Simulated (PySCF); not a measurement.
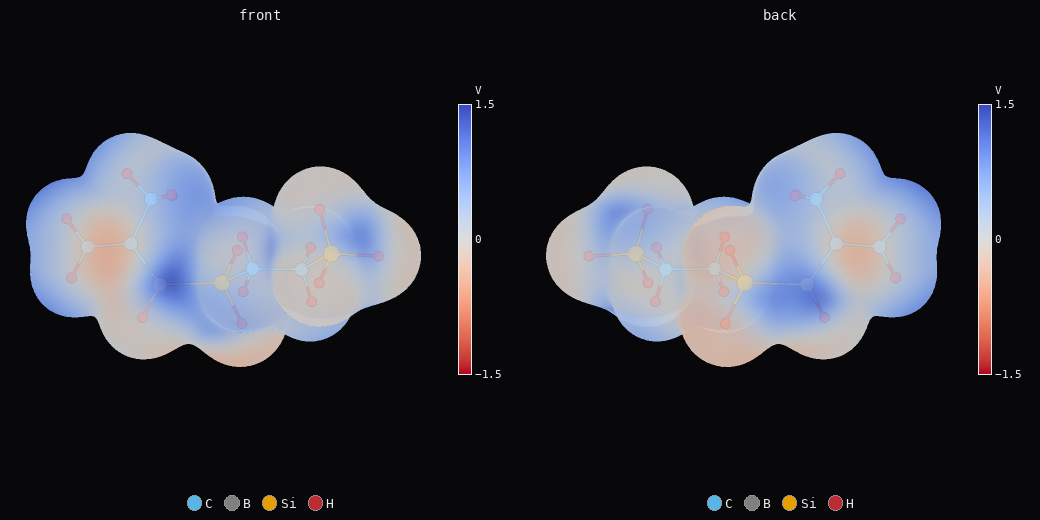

C5H15BSi2 (SMILES C=C(C)B[SiH2]CC[SiH3]). The electrostatic potential painted on the density surface at 0.002 e/bohr³, seen from the front and from behind; red is negative and blue positive.

Geometry: GFN2-xTB.

Method: PySCF 2.14.0, PBE0/pcSseg-1, SCF density, gas phase, non-relativistic.

The calculation's input:

```
{"job": {"kind": "nmr", "xc": "PBE0", "basis": "pcSseg-1"}, "charge": 0, "multiplicity": 1}
C     -3.898129    -0.918671    -0.543209
C     -2.712863    -0.328048    -0.343966
C     -2.559743     0.634417     0.803488
B     -1.527894    -0.576447    -1.313781
Si     0.068413     0.554568    -1.347973
C      1.298201    -0.053885    -0.002334
C      2.615725     0.715359    -0.010376
Si     3.803881     0.151104     1.361857
H     -4.054351    -1.615332    -1.350046
H     -4.761171    -0.715367     0.075053
H     -1.762328     0.301656     1.466506
H     -3.477721     0.721141     1.381862
H     -2.284761     1.620055     0.431729
H     -1.619800    -1.503424    -2.029559
H      0.837739     0.557935    -2.610795
H     -0.122393     1.995968    -1.066888
H      1.500875    -1.117509    -0.145706
H      0.834011     0.038176     0.981986
H      3.090536     0.597283    -0.986073
H      2.406783     1.781573     0.096056
H      4.076258    -1.282132     1.221228
H      3.185264     0.389813     2.669439
H      5.058717     0.899878     1.271579
```

Run with:

```sh
OMP_NUM_THREADS=1 python probes_run.py task.json out
```

**Where is the surface potential most negative and most positive?**

The most negative region (about −0.4 V) lies over the π face of C1 and C2, the most positive (about +1.1 V) over B4.

**What dipole moment does the calculation give?**

Its dipole moment is 1.65 D.
